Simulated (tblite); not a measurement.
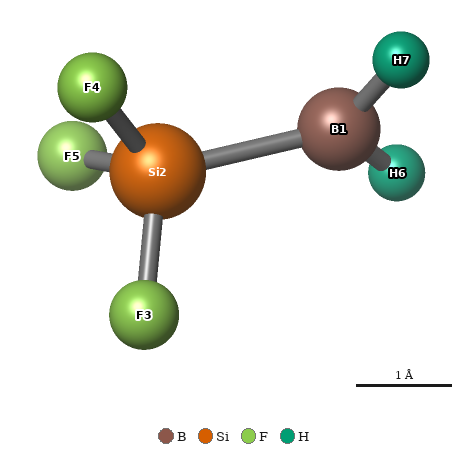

*The structure (ball-and-stick view, seen at a tilt; atoms are numbered from 1 in the order of the input).*

Bond lengths as drawn: B–H 1.19 Å, B–Si 1.99 Å and F–Si 1.59 Å.

# Frequency calculation of BSiH₂F₃

BSiH₂F₃, SMILES B[Si](F)(F)F, computed with GFN1-xTB, R-SCC (tblite 0.8.0).

The geometry was optimised with GFN1-xTB.

## What the program printed
```
E = -19.93944666 Eh, max gradient 2.97e-05 Eh/bohr
mode   frequency/cm^-1   IR/(km/mol)
   1         -13.79          0.069
   2         146.05          2.033
   3         154.48          1.109
   4         245.74         27.575
   5         248.85         29.474
   6         301.43        105.977
   7         626.33          1.232
   8         635.30          3.648
   9         764.80         45.048
  10         792.98        200.912
  11         835.90        270.873
  12         838.63        222.872
  13        1225.12         31.912
  14        2504.22         90.322
  15        2528.15        162.519
imaginary modes: 1, zero-point energy 0.026992 Eh = 16.9375 kcal/mol
```

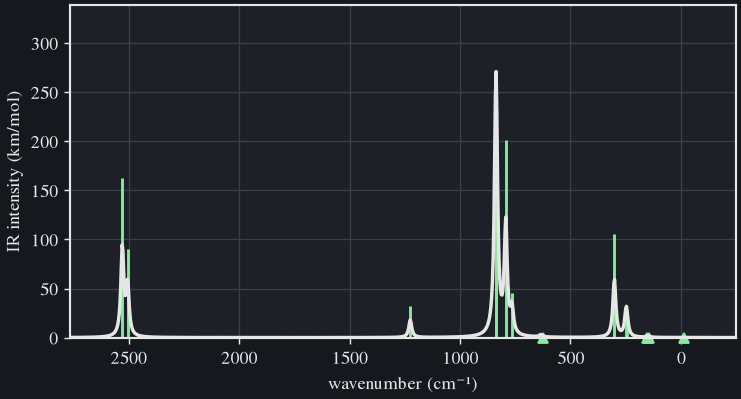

*Harmonic infrared spectrum, unscaled: sticks (degenerate modes added up, dark ones marked on the axis) with a Lorentzian envelope of 16 cm⁻¹ full width, scaled to the tallest stick; imaginary modes are drawn at negative wavenumbers.*

15 modes from 14i to 2528 cm⁻¹, 1 imaginary beyond 8i (14i cm⁻¹): not a clean minimum; so soft a mode can be a shallow saddle, an incomplete relaxation or noise of the force constants. The strongest line is at 836 cm⁻¹ (271 km/mol). All modes, in cm⁻¹ (km/mol): 14i (0.1), 146 (2.0), 154 (1.1), 246 (28), 249 (29), 301 (106), 626 (1.2), 635 (3.6), 765 (45), 793 (201), 836 (271), 839 (223), 1225 (32), 2504 (90), 2528 (163).

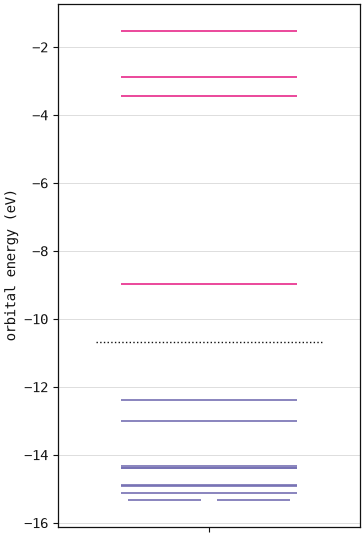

*Orbital energies near the frontier; the dotted line parts filled from empty levels, and levels within 0.02 eV of each other stand side by side.*

Highest filled −12.39 eV, lowest empty −8.98 eV, 3.41 eV apart.

This output came from the following input.

## Input file (job.py)
```python
# GFN1-xTB harmonic vibrations
import json
import numpy as np
from tblite.interface import Calculator
from tblite.interface import symbols_to_numbers
from ase.data import atomic_masses

symbols = list(map(str, np.loadtxt("input.xyz", skiprows=2, usecols=0, dtype=str, ndmin=1)))
numbers = np.array(symbols_to_numbers(symbols))
positions = np.loadtxt("input.xyz", skiprows=2, usecols=(1, 2, 3), ndmin=2) / 0.529177210903

calc = Calculator("GFN1-xTB", numbers, positions, charge=0, uhf=0)
calc.set("verbosity", 0)
calc.set("accuracy", 0.01)
wfn = calc.singlepoint()
h = 0.005  # bohr
n = positions.size
H, D = np.zeros((n, n)), np.zeros((n, 3))
for a in range(n):
    g, d = [], []
    for sign in (1, -1):
        x = positions.ravel().copy()
        x[a] += sign * h
        calc.update(x.reshape(-1, 3))
        y = calc.singlepoint()
        g.append(y.get('gradient').ravel())
        d.append(y.get('dipole'))
    H[a], D[a] = (g[0] - g[1]) / (2 * h), (d[0] - d[1]) / (2 * h)
mass = np.repeat(atomic_masses[numbers], 3)
H = (H + H.T) / 2 / np.sqrt(np.outer(mass, mass))
# project out translations and rotations
com = positions - atomic_masses[numbers] @ positions / atomic_masses[numbers].sum()
T = [np.tile(v, len(numbers)) for v in np.eye(3)] + [np.cross(com, v).ravel() for v in np.eye(3)]
U, sv, _ = np.linalg.svd((np.array(T) * np.sqrt(mass)).T)
Q = U[:, (sv > 1e-3 * sv.max()).sum():]
w, V = np.linalg.eigh(Q.T @ H @ Q)
freq = np.sign(w) * np.sqrt(np.abs(w)) * 5140.487
inten = (((Q @ V).T / np.sqrt(mass)) @ D) ** 2
inten = inten.sum(axis=1) * 974.88
print(f"E = {wfn.get('energy'):.8f} Eh, max gradient {np.abs(wfn.get('gradient')).max():.2e} Eh/bohr")
print("mode   frequency/cm^-1   IR/(km/mol)")
for i, (v, s) in enumerate(zip(freq, inten), 1):
    print(f"{i:4d} {v:14.2f} {s:14.3f}")
zpe = freq[freq > 0].sum() / 2 / 219474.63
print(f"imaginary modes: {(freq < -10).sum()}, zero-point energy {zpe:.6f} Eh = {zpe * 627.5095:.4f} kcal/mol")
out = {k: np.asarray(wfn.get(k)).tolist() for k in ("energy", "gradient", "charges", "dipole", "orbital-energies", "orbital-occupations")}
out.update(symbols=symbols, positions=(positions * 0.529177210903).tolist(), frequencies=freq.tolist(), intensities=inten.tolist(), zpe=zpe)
json.dump(out, open("results.json", "w"))
```

## File input.xyz
```
7
start geometry
B      0.234445    -1.148458     0.325899
Si    -0.154623     0.720395    -0.228453
F      1.175867     1.455091    -0.687027
F     -1.173092     0.847577    -1.439100
F     -0.772113     1.580256     0.954254
H      0.849261    -1.407845     1.313704
H     -0.098545    -2.115016    -0.284876
```

Launched with:
```bash
python job.py
```

## Summary

```json
{"quantity": "outcome", "value": "converged"}
{"quantity": "total energy", "value": "−19.939447 hartree"}
{"quantity": "basis functions", "value": "29"}
{"quantity": "largest force", "value": "0.002 eV/Å"}
{"quantity": "HOMO", "value": "−12.39 eV"}
{"quantity": "LUMO", "value": "−8.98 eV"}
{"quantity": "zero-point energy", "value": "0.026992 hartree"}
{"quantity": "dipole moment", "value": "2.28 D"}
{"quantity": "wavenumbers, lowest and highest", "value": "14i and 2528 cm⁻¹"}
{"quantity": "hardware", "value": "1 thread of Intel Xeon @ 2.70GHz, 189 GiB of memory available, shared host"}
{"quantity": "peak memory", "value": "0.067 GiB"}
```
